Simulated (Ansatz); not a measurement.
Ga4Sb3As

```
As Sb Ga
1.0
     4.30676    0.00000    0.00000
    -2.15338    3.72976    0.00000
     0.00000    0.00000   14.15579
As Sb Ga
1 3 4
Direct
  0.66667 0.33333 0.00011
  0.66667 0.33333 0.49964
  0.33333 0.66667 0.75602
  0.33333 0.66667 0.24319
  0.66667 0.33333 0.82321
  0.66667 0.33333 0.30955
  0.33333 0.66667 0.56643
  0.33333 0.66667 0.05184
```

Space group P3m1; started from the ordered alloy on wurtzite lattice prototype, which need not be the ambient phase.

All numbers below come from Ansatz, DFT, PBE, plane waves, PAW.

The density is the valence pseudo-density of a PAW calculation; it isn't the true density close to the nuclei.

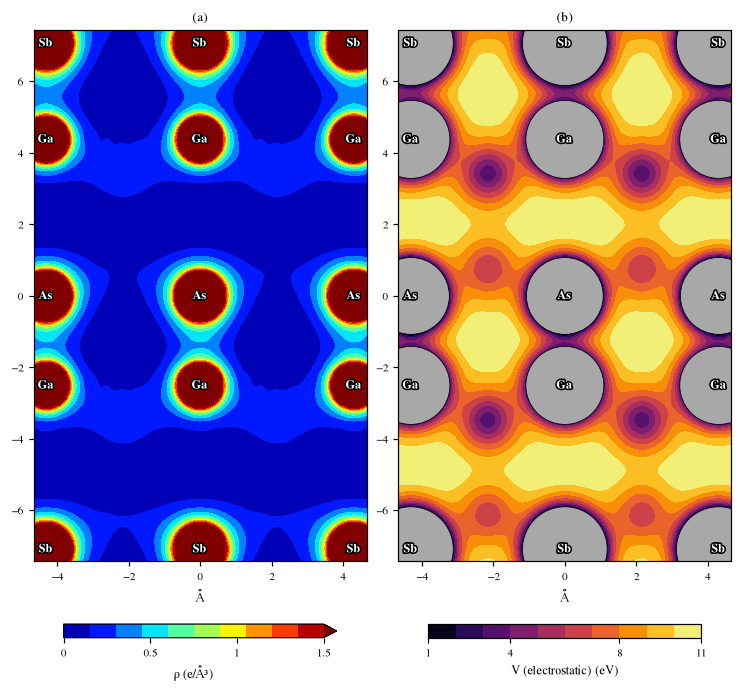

Figure 1. (a) valence electron density; (b) electrostatic potential energy of an electron on the (100) plane of the conventional cell. Grey discs cover the atomic cores in the potential map.

What does the map show?

- Atoms in the plane: As, Sb and Ga.
- Ga–As (2.50 Å): ρ at the midpoint is about 0.48 e/Å³, with its minimum of 0.4 e/Å³ about 1.1 Å from Ga.
- Ga–Sb (2.69 Å): the density is about 0.39 e/Å³ at the midpoint.
- The density dies away to nearly zero in the voids.
- Outside the cores the potential energy rises away from the atoms and is highest about 2.5 Å from the nearest atoms; its zero is arbitrary.

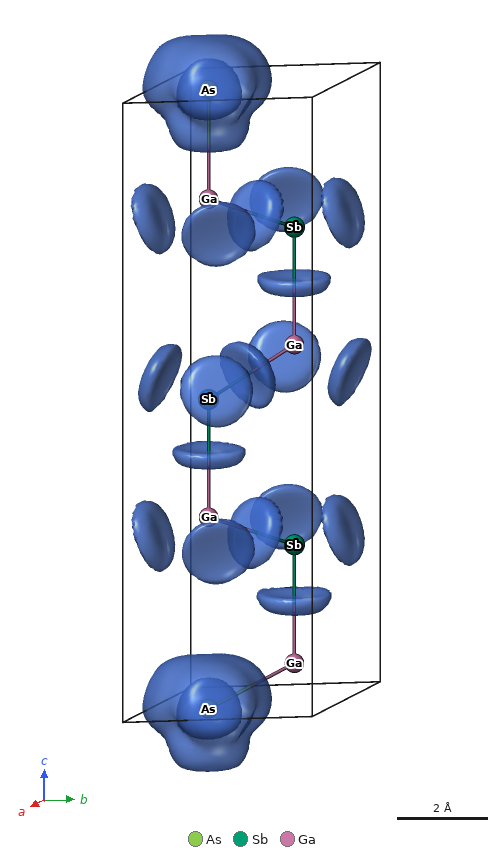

Figure 2. Isosurface of the ELF at 0.6 (blue), seen slightly off an axis. Core shells and regions of very low density are left out. Sticks mark near contacts.

What do the ELF domains correspond to?

The surface consists of twelve regions between bonded Ga–Sb atoms (shared pairs) and one region on As in which the atom's valence shell and bonds are merged, counted in one cell of 8 atoms. Any copies at cell faces, edges or corners count once. Along the contacts the grid gives the following. Ga–As (2.50 Å): the ELF peaks at about 0.80 between the atoms: localised, covalent bonding. Ga–Sb (2.66 Å): the ELF peaks at about 0.70 between the atoms.
